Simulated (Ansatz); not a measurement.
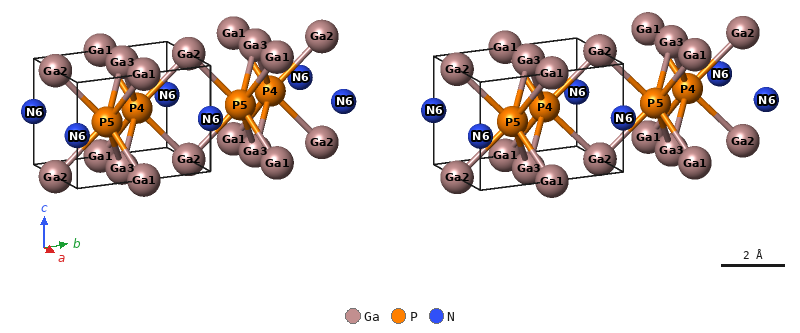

Two geometries of solid Ga$_{3}$P$_{2}$N (a generated structure, set up in P6/mmm) (coarse preliminary run), drawn at one scale. One is the start of a relaxation, the other its converged end. Style: ball-and-stick. Shown: the cell of the calculation, repeated 1 × 2 × 1 with one cell outlined, slightly off an axis.

Method: DFT PBE, scalar-relativistic, plane waves, PAW (Ansatz 0.2.0). Settings: plane-wave cutoff 420 eV; k-point mesh 3 × 3 × 6; occupations gaussian; smearing width 0.1 eV; collinear spin; cell and atoms relaxed; force threshold 0.04 eV/Å; at most 70 steps.

> Which one is relaxed?

The right one is the relaxed one. No atom moves by more than 0.005 Å relative to the cell. The volume changes by +17.6 %, with a = b 5.898 → 6.328 Å (+7.3 %), c 3.422 → 3.495 Å (+2.1 %). Among the contacts that change: Ga1–P4 2.414 → 2.528 Å. Among the angles between lasting bonds that change: P4–Ga1–P4 90.3° → 87.5°, Ga1–P4–Ga1 90.3° → 87.5°, P4–Ga1–P5 89.7° → 92.5°. The space group stays P6/mmm (No. 191). Over 4 accepted moves (5 points after the start) the energy falls by 0.568 eV per cell of the calculation. All forces vanish by symmetry, so only the cell relaxes. Pressure: 10.42 GPa at the start and 0.31 GPa at the end. The SCF was repeated once at an unchanged geometry on a basis and grid sized afresh for the cell, which shifted the energy by 28.6 meV per cell of the calculation at most.
